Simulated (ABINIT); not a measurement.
# Mg3PbS (Pm-3m): zone-centre phonons, part 3 of 4

Aim: the zone-centre modes of Mg3PbS (Pm-3m).

ABINIT 10.8.3; DFT LDA, scalar-relativistic, plane waves, HGH norm-conserving pseudopotentials.

So far. Step 5 (Relaxing the cell and atoms): The volume changes by +0.5 % in this run and stands -24.7 % from the first cell. Step 7 (Linear response at Γ): The acoustic modes at Γ come out as far as 1.9 cm⁻¹ from zero, where they should vanish, a small numerical error. The lowest optical mode is imaginary, 116i cm⁻¹, an instability at this level and on this k mesh. The relaxed cell has a = 4.752 Å (conventional setting).

The structure was built from a prototype and need not be the compound's stable phase.

## (8) Zone-centre analysis

anaddb reads the merged derivatives and imposes the acoustic sum rule.

anaddb.abi

```
ddb_filepath "gamma_DDB"
output_file "anaddb.abo"
outdata_prefix "anaddb"
asr 1
chneut 1
enunit 2
eivec 1
nph1l 1
qph1l 0.0 0.0 0.0 1.0
```

mrgddb.in

```
gamma_DDB
merged
2
dfpt_gammao_DDB
gso_DDB
```

Started as:

```console
$ mrgddb < mrgddb.in > mrgddb.log
$ OMP_NUM_THREADS=1 anaddb anaddb.abi > anaddb.log
```

anaddb.abo, the main output file:

```text
-outvars_anaddb: echo values of input variables ----------------------

 Miscellaneous information :
      enunit         2
       eivec         1
         asr         1
 First list of wavevector (reduced coord.) :
       nph1l         1
       qph1l
                     0.00000000E+00  0.00000000E+00  0.00000000E+00    1.000E+00

================================================================================

 read the DDB information and perform some checks

  ==== Info on the Cryst% object ====
 Real(R)+Recip(G) space primitive vectors, cartesian coordinates (Bohr,Bohr^-1):
 R(1)=  8.9803488  0.0000000  0.0000000  G(1)=  0.1113542  0.0000000  0.0000000
 R(2)=  0.0000000  8.9803488  0.0000000  G(2)=  0.0000000  0.1113542  0.0000000
 R(3)=  0.0000000  0.0000000  8.9803488  G(3)=  0.0000000  0.0000000  0.1113542
 Unit cell volume ucvol=  7.2423519E+02 bohr^3
 Angles (23,13,12)=  9.00000000E+01  9.00000000E+01  9.00000000E+01 degrees
 Time-reversal symmetry is present
 Reduced atomic positions [iatom, xred, symbol]:
    1)    0.0000000  0.0000000  0.0000000  Pb
    2)    0.5000000  0.5000000  0.5000000   S
    3)    0.5000000  0.5000000  0.0000000  Mg
    4)    0.5000000  0.0000000  0.5000000  Mg
    5)    0.0000000  0.5000000  0.5000000  Mg

 DDB file with 3 blocks has been read.

================================================================================

 Treat the first list of vectors

  Phonon wavevector (reduced coordinates) :  0.00000  0.00000  0.00000
 Phonon energies in Hartree :
  -5.290834E-04 -5.290834E-04 -5.290834E-04 -4.459771E-04 -4.459771E-04
  -4.459771E-04  0.000000E+00  0.000000E+00  0.000000E+00  3.625857E-04
   3.625857E-04  3.625857E-04  1.953348E-03  1.953348E-03  1.953348E-03
 Phonon energies in meV     :
- -1.439709E+01 -1.439709E+01 -1.439709E+01 -1.213566E+01 -1.213566E+01
- -1.213566E+01  0.000000E+00  0.000000E+00  0.000000E+00  9.866460E+00
-  9.866460E+00  9.866460E+00  5.315331E+01  5.315331E+01  5.315331E+01
 Phonon frequencies in cm-1    :
- -1.161204E+02 -1.161204E+02 -1.161204E+02 -9.788066E+01 -9.788066E+01
- -9.788066E+01  0.000000E+00  0.000000E+00  0.000000E+00  7.957837E+01
-  7.957837E+01  7.957837E+01  4.287104E+02  4.287104E+02  4.287104E+02
 Phonon frequencies in Thz     :
- -3.481201E+00 -3.481201E+00 -3.481201E+00 -2.934388E+00 -2.934388E+00
- -2.934388E+00  0.000000E+00  0.000000E+00  0.000000E+00  2.385700E+00
-  2.385700E+00  2.385700E+00  1.285241E+01  1.285241E+01  1.285241E+01
 Phonon energies in Kelvin  :
- -1.670713E+02 -1.670713E+02 -1.670713E+02 -1.408284E+02 -1.408284E+02
- -1.408284E+02  0.000000E+00  0.000000E+00  0.000000E+00  1.144955E+02
-  1.144955E+02  1.144955E+02  6.168186E+02  6.168186E+02  6.168186E+02

 Eigendisplacements
 (will be given, for each mode : in cartesian coordinates
   for each atom the real part of the displacement vector,
   then the imaginary part of the displacement vector - absolute values smaller than 1.0d-7 are set to zero)
  Mode number    1   Energy   -5.290834E-04
 Attention : low frequency mode.
   (Could be unstable or acoustic mode)
-  1  0.00000000E+00  0.00000000E+00 -2.35537253E-04
-     0.00000000E+00  0.00000000E+00  0.00000000E+00
-  2  0.00000000E+00  0.00000000E+00 -1.87866501E-03
-     0.00000000E+00  0.00000000E+00  0.00000000E+00
-  3  0.00000000E+00  0.00000000E+00 -1.17921455E-03
-     0.00000000E+00  0.00000000E+00  0.00000000E+00
-  4  0.00000000E+00  0.00000000E+00  2.83291297E-03
-     0.00000000E+00  0.00000000E+00  0.00000000E+00
-  5  0.00000000E+00  0.00000000E+00  2.83291297E-03
-     0.00000000E+00  0.00000000E+00  0.00000000E+00
  Mode number    2   Energy   -5.290834E-04
 Attention : low frequency mode.
   (Could be unstable or acoustic mode)
-  1  0.00000000E+00 -2.35537253E-04  0.00000000E+00
-     0.00000000E+00  0.00000000E+00  0.00000000E+00
-  2  0.00000000E+00 -1.87866500E-03  0.00000000E+00
-     0.00000000E+00  0.00000000E+00  0.00000000E+00
-  3  0.00000000E+00  2.83291297E-03  0.00000000E+00
-     0.00000000E+00  0.00000000E+00  0.00000000E+00
-  4  0.00000000E+00 -1.17921455E-03  0.00000000E+00
-     0.00000000E+00  0.00000000E+00  0.00000000E+00
-  5  0.00000000E+00  2.83291297E-03  0.00000000E+00
-     0.00000000E+00  0.00000000E+00  0.00000000E+00
  Mode number    3   Energy   -5.290834E-04
 Attention : low frequency mode.
   (Could be unstable or acoustic mode)
-  1  2.35537253E-04  0.00000000E+00  0.00000000E+00
-     0.00000000E+00  0.00000000E+00  0.00000000E+00
-  2  1.87866500E-03  0.00000000E+00  0.00000000E+00
-     0.00000000E+00  0.00000000E+00  0.00000000E+00
-  3 -2.83291297E-03  0.00000000E+00  0.00000000E+00
-     0.00000000E+00  0.00000000E+00  0.00000000E+00
-  4 -2.83291297E-03  0.00000000E+00  0.00000000E+00
-     0.00000000E+00  0.00000000E+00  0.00000000E+00
-  5  1.17921455E-03  0.00000000E+00  0.00000000E+00
-     0.00000000E+00  0.00000000E+00  0.00000000E+00
  Mode number    4   Energy   -4.459771E-04
 Attention : low frequency mode.
   (Could be unstable or acoustic mode)
-  1  0.00000000E+00  0.00000000E+00  0.00000000E+00
-     0.00000000E+00  0.00000000E+00  0.00000000E+00
-  2  0.00000000E+00  0.00000000E+00  0.00000000E+00
-     0.00000000E+00  0.00000000E+00  0.00000000E+00
-  3  0.00000000E+00  0.00000000E+00  0.00000000E+00
-     0.00000000E+00  0.00000000E+00  0.00000000E+00
-  4  0.00000000E+00  0.00000000E+00  3.35936458E-03
-     0.00000000E+00  0.00000000E+00  0.00000000E+00
-  5  0.00000000E+00  0.00000000E+00 -3.35936458E-03
-     0.00000000E+00  0.00000000E+00  0.00000000E+00
  Mode number    5   Energy   -4.459771E-04
 Attention : low frequency mode.
   (Could be unstable or acoustic mode)
-  1  0.00000000E+00  0.00000000E+00  0.00000000E+00
-     0.00000000E+00  0.00000000E+00  0.00000000E+00
-  2  0.00000000E+00  0.00000000E+00  0.00000000E+00
-     0.00000000E+00  0.00000000E+00  0.00000000E+00
-  3  0.00000000E+00 -3.35936458E-03  0.00000000E+00
-     0.00000000E+00  0.00000000E+00  0.00000000E+00
-  4  0.00000000E+00  0.00000000E+00  0.00000000E+00
-     0.00000000E+00  0.00000000E+00  0.00000000E+00
-  5  0.00000000E+00  3.35936458E-03  0.00000000E+00
-     0.00000000E+00  0.00000000E+00  0.00000000E+00
  Mode number    6   Energy   -4.459771E-04
 Attention : low frequency mode.
   (Could be unstable or acoustic mode)
-  1  0.00000000E+00  0.00000000E+00  0.00000000E+00
-     0.00000000E+00  0.00000000E+00  0.00000000E+00
-  2  0.00000000E+00  0.00000000E+00  0.00000000E+00
-     0.00000000E+00  0.00000000E+00  0.00000000E+00
-  3  3.35936458E-03  0.00000000E+00  0.00000000E+00
-     0.00000000E+00  0.00000000E+00  0.00000000E+00
-  4 -3.35936458E-03  0.00000000E+00  0.00000000E+00
-     0.00000000E+00  0.00000000E+00  0.00000000E+00
-  5  0.00000000E+00  0.00000000E+00  0.00000000E+00
-     0.00000000E+00  0.00000000E+00  0.00000000E+00
  Mode number    7   Energy    0.000000E+00
 Attention : low frequency mode.
   (Could be unstable or acoustic mode)
-  1  0.00000000E+00  0.00000000E+00 -1.32561713E-03
-     0.00000000E+00  0.00000000E+00  0.00000000E+00
-  2  0.00000000E+00  0.00000000E+00 -1.32561646E-03
-     0.00000000E+00  0.00000000E+00  0.00000000E+00
-  3  0.00000000E+00  0.00000000E+00 -1.32561361E-03
-     0.00000000E+00  0.00000000E+00  0.00000000E+00
-  4  0.00000000E+00  0.00000000E+00 -1.32559205E-03
-     0.00000000E+00  0.00000000E+00  0.00000000E+00
-  5  0.00000000E+00  0.00000000E+00 -1.32559205E-03
-     0.00000000E+00  0.00000000E+00  0.00000000E+00
  Mode number    8   Energy    0.000000E+00
 Attention : low frequency mode.
   (Could be unstable or acoustic mode)
-  1  0.00000000E+00 -1.32561713E-03  0.00000000E+00
-     0.00000000E+00  0.00000000E+00  0.00000000E+00
-  2  0.00000000E+00 -1.32561646E-03  0.00000000E+00
-     0.00000000E+00  0.00000000E+00  0.00000000E+00
-  3  0.00000000E+00 -1.32559205E-03  0.00000000E+00
-     0.00000000E+00  0.00000000E+00  0.00000000E+00
-  4  0.00000000E+00 -1.32561361E-03  0.00000000E+00
-     0.00000000E+00  0.00000000E+00  0.00000000E+00
-  5  0.00000000E+00 -1.32559205E-03  0.00000000E+00
-     0.00000000E+00  0.00000000E+00  0.00000000E+00
  Mode number    9   Energy    0.000000E+00
 Attention : low frequency mode.
   (Could be unstable or acoustic mode)
-  1  1.32561713E-03  0.00000000E+00  0.00000000E+00
-     0.00000000E+00  0.00000000E+00  0.00000000E+00
-  2  1.32561646E-03  0.00000000E+00  0.00000000E+00
-     0.00000000E+00  0.00000000E+00  0.00000000E+00
-  3  1.32559205E-03  0.00000000E+00  0.00000000E+00
-     0.00000000E+00  0.00000000E+00  0.00000000E+00
-  4  1.32559205E-03  0.00000000E+00  0.00000000E+00
-     0.00000000E+00  0.00000000E+00  0.00000000E+00
-  5  1.32561361E-03  0.00000000E+00  0.00000000E+00
-     0.00000000E+00  0.00000000E+00  0.00000000E+00
  Mode number   10   Energy    3.625857E-04
-  1  0.00000000E+00  0.00000000E+00 -9.13626800E-04
-     0.00000000E+00  0.00000000E+00  0.00000000E+00
-  2  0.00000000E+00  0.00000000E+00  2.37624173E-03
-     0.00000000E+00  0.00000000E+00  0.00000000E+00
-  3  0.00000000E+00  0.00000000E+00  2.27520266E-03
-     0.00000000E+00  0.00000000E+00  0.00000000E+00
-  4  0.00000000E+00  0.00000000E+00  1.18924881E-03
-     0.00000000E+00  0.00000000E+00  0.00000000E+00
-  5  0.00000000E+00  0.00000000E+00  1.18924881E-03
-     0.00000000E+00  0.00000000E+00  0.00000000E+00
  Mode number   11   Energy    3.625857E-04
-  1  0.00000000E+00  9.13626800E-04  0.00000000E+00
-     0.00000000E+00  0.00000000E+00  0.00000000E+00
-  2  0.00000000E+00 -2.37624173E-03  0.00000000E+00
-     0.00000000E+00  0.00000000E+00  0.00000000E+00
-  3  0.00000000E+00 -1.18924880E-03  0.00000000E+00
-     0.00000000E+00  0.00000000E+00  0.00000000E+00
-  4  0.00000000E+00 -2.27520265E-03  0.00000000E+00
-     0.00000000E+00  0.00000000E+00  0.00000000E+00
-  5  0.00000000E+00 -1.18924880E-03  0.00000000E+00
-     0.00000000E+00  0.00000000E+00  0.00000000E+00
  Mode number   12   Energy    3.625857E-04
-  1  9.13626800E-04  0.00000000E+00  0.00000000E+00
-     0.00000000E+00  0.00000000E+00  0.00000000E+00
-  2 -2.37624173E-03  0.00000000E+00  0.00000000E+00
-     0.00000000E+00  0.00000000E+00  0.00000000E+00
-  3 -1.18924880E-03  0.00000000E+00  0.00000000E+00
-     0.00000000E+00  0.00000000E+00  0.00000000E+00
-  4 -1.18924880E-03  0.00000000E+00  0.00000000E+00
-     0.00000000E+00  0.00000000E+00  0.00000000E+00
-  5 -2.27520265E-03  0.00000000E+00  0.00000000E+00
-     0.00000000E+00  0.00000000E+00  0.00000000E+00
  Mode number   13   Energy    1.953348E-03
-  1  0.00000000E+00  0.00000000E+00  1.15728921E-05
-     0.00000000E+00  0.00000000E+00  0.00000000E+00
-  2  0.00000000E+00  0.00000000E+00 -2.48488858E-03
-     0.00000000E+00  0.00000000E+00  0.00000000E+00
-  3  0.00000000E+00  0.00000000E+00  3.77442912E-03
-     0.00000000E+00  0.00000000E+00  0.00000000E+00
-  4  0.00000000E+00  0.00000000E+00 -2.97367535E-04
-     0.00000000E+00  0.00000000E+00  0.00000000E+00
-  5  0.00000000E+00  0.00000000E+00 -2.97367535E-04
-     0.00000000E+00  0.00000000E+00  0.00000000E+00
  Mode number   14   Energy    1.953348E-03
-  1  0.00000000E+00 -1.15728920E-05  0.00000000E+00
-     0.00000000E+00  0.00000000E+00  0.00000000E+00
-  2 -1.50560504E-07  2.48488858E-03  0.00000000E+00
-     0.00000000E+00  0.00000000E+00  0.00000000E+00
-  3  0.00000000E+00  2.97367534E-04  0.00000000E+00
-     0.00000000E+00  0.00000000E+00  0.00000000E+00
-  4  0.00000000E+00 -3.77442912E-03  0.00000000E+00
-     0.00000000E+00  0.00000000E+00  0.00000000E+00
-  5  2.28694338E-07  2.97367534E-04  0.00000000E+00
-     0.00000000E+00  0.00000000E+00  0.00000000E+00
  Mode number   15   Energy    1.953348E-03
-  1  1.15728920E-05  0.00000000E+00  0.00000000E+00
-     0.00000000E+00  0.00000000E+00  0.00000000E+00
-  2 -2.48488858E-03 -1.50560504E-07  0.00000000E+00
-     0.00000000E+00  0.00000000E+00  0.00000000E+00
-  3 -2.97367534E-04  0.00000000E+00  0.00000000E+00
-     0.00000000E+00  0.00000000E+00  0.00000000E+00
-  4 -2.97367534E-04  2.28694338E-07  0.00000000E+00
-     0.00000000E+00  0.00000000E+00  0.00000000E+00
-  5  3.77442912E-03  0.00000000E+00  0.00000000E+00
-     0.00000000E+00  0.00000000E+00  0.00000000E+00

 Analysis of degeneracies and characters (maximum tolerance=1.00E-06 a.u.)
 For each vibration mode, or group of modes if degenerate,
 the characters are given for each symmetry operation (see the list in the log file).
 Symmetry characters of vibration mode #   1
       degenerate with vibration modes #   2 to    3
  3.0 -3.0 -1.0  1.0 -1.0  1.0 -1.0  1.0  1.0 -1.0 -1.0  1.0  1.0 -1.0 -1.0  1.0
 -0.0  0.0 -0.0  0.0  0.0 -0.0  0.0 -0.0  1.0 -1.0 -1.0  1.0 -1.0  1.0  1.0 -1.0
 -0.0  0.0  0.0 -0.0  0.0 -0.0 -0.0  0.0  1.0 -1.0  1.0 -1.0 -1.0  1.0 -1.0  1.0
 Symmetry characters of vibration mode #   4
       degenerate with vibration modes #   5 to    6
  3.0 -3.0 -1.0  1.0 -1.0  1.0 -1.0  1.0 -1.0  1.0  1.0 -1.0 -1.0  1.0  1.0 -1.0
 -0.0  0.0 -0.0  0.0  0.0 -0.0  0.0 -0.0 -1.0  1.0  1.0 -1.0  1.0 -1.0 -1.0  1.0
 -0.0  0.0  0.0 -0.0  0.0 -0.0 -0.0  0.0 -1.0  1.0 -1.0  1.0  1.0 -1.0  1.0 -1.0
 Symmetry characters of vibration mode #   7
       degenerate with vibration modes #   8 to    9
  3.0 -3.0 -1.0  1.0 -1.0  1.0 -1.0  1.0  1.0 -1.0 -1.0  1.0  1.0 -1.0 -1.0  1.0
  0.0 -0.0  0.0 -0.0 -0.0  0.0 -0.0  0.0  1.0 -1.0 -1.0  1.0 -1.0  1.0  1.0 -1.0
  0.0 -0.0 -0.0  0.0 -0.0  0.0  0.0 -0.0  1.0 -1.0  1.0 -1.0 -1.0  1.0 -1.0  1.0
 Symmetry characters of vibration mode #  10
       degenerate with vibration modes #  11 to   12
  3.0 -3.0 -1.0  1.0 -1.0  1.0 -1.0  1.0  1.0 -1.0 -1.0  1.0  1.0 -1.0 -1.0  1.0
  0.0 -0.0  0.0 -0.0 -0.0  0.0 -0.0  0.0  1.0 -1.0 -1.0  1.0 -1.0  1.0  1.0 -1.0
  0.0 -0.0 -0.0  0.0 -0.0  0.0  0.0 -0.0  1.0 -1.0  1.0 -1.0 -1.0  1.0 -1.0  1.0
 Symmetry characters of vibration mode #  13
       degenerate with vibration modes #  14 to   15
  3.0 -3.0 -1.0  1.0 -1.0  1.0 -1.0  1.0  1.0 -1.0 -1.0  1.0  1.0 -1.0 -1.0  1.0
  0.0 -0.0  0.0 -0.0 -0.0  0.0 -0.0  0.0  1.0 -1.0 -1.0  1.0 -1.0  1.0  1.0 -1.0
  0.0 -0.0 -0.0  0.0 -0.0  0.0  0.0 -0.0  1.0 -1.0  1.0 -1.0 -1.0  1.0 -1.0  1.0
-
```

Run time: 0.53 s. Hardware: 1 thread of Arm Neoverse V1, shared host.

No LO-TO term; unit eigenvectors of the mass-weighted matrix, from anaddb's displacements. The modes at Γ (shares of kinetic energy by element, %) (negative means imaginary):

| mode | frequency (cm⁻¹) | symmetry | Pb % | S % | Mg % |
| --- | --- | --- | --- | --- | --- |
| 1 | -116.1 | T1u | 2 | 21 | 77 |
| 2 | -116.1 | T1u | 2 | 21 | 77 |
| 3 | -116.1 | T1u | 2 | 21 | 77 |
| 4 | -97.9 | T2u | 0 | 0 | 100 |
| 5 | -97.9 | T2u | 0 | 0 | 100 |
| 6 | -97.9 | T2u | 0 | 0 | 100 |
| 7 | 0.0 | acoustic | 66 | 10 | 23 |
| 8 | 0.0 | acoustic | 66 | 10 | 23 |
| 9 | 0.0 | acoustic | 66 | 10 | 23 |
| 10 | 79.6 | T1u | 32 | 33 | 35 |
| 11 | 79.6 | T1u | 32 | 33 | 35 |
| 12 | 79.6 | T1u | 32 | 33 | 35 |
| 13 | 428.7 | T1u | 0 | 36 | 64 |
| 14 | 428.7 | T1u | 0 | 36 | 64 |
| 15 | 428.7 | T1u | 0 | 36 | 64 |

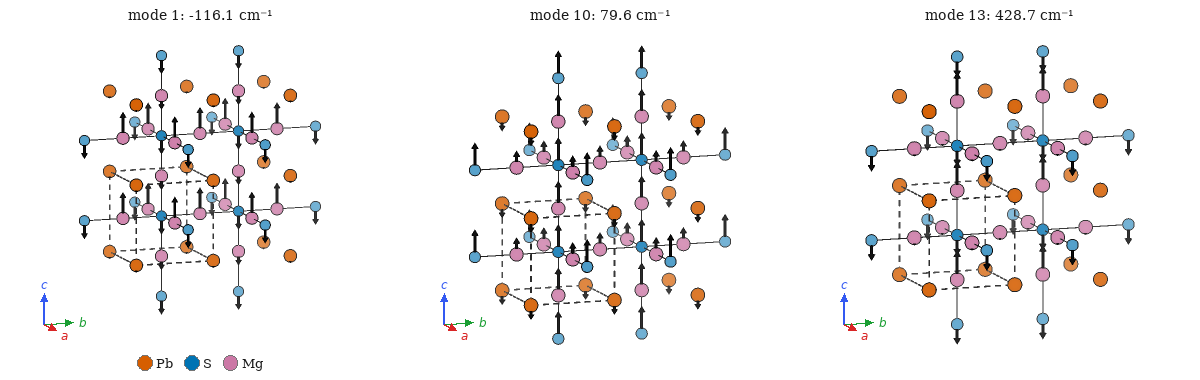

Displacement patterns of modes 1, 10 and 13 at Γ; arrows are exaggerated. 1×2×2 cells are drawn. Some periodic images of atoms are drawn too.

The rule moves no optical mode by more than 0.1 cm⁻¹.

(Continued in part 4 of 4.)

[Host names and launcher messages were left out of these logs when they were recorded.]

[Logs are printed without paths, hosts, clocks, repeated set-up lines and the standing remarks that a program may print on its own settings, such as how far it seeks lower states.]

[Hosts, paths, dates, database ids (printed as entryN), source tags and the programs' standing remarks are cut or masked in the printed files.]
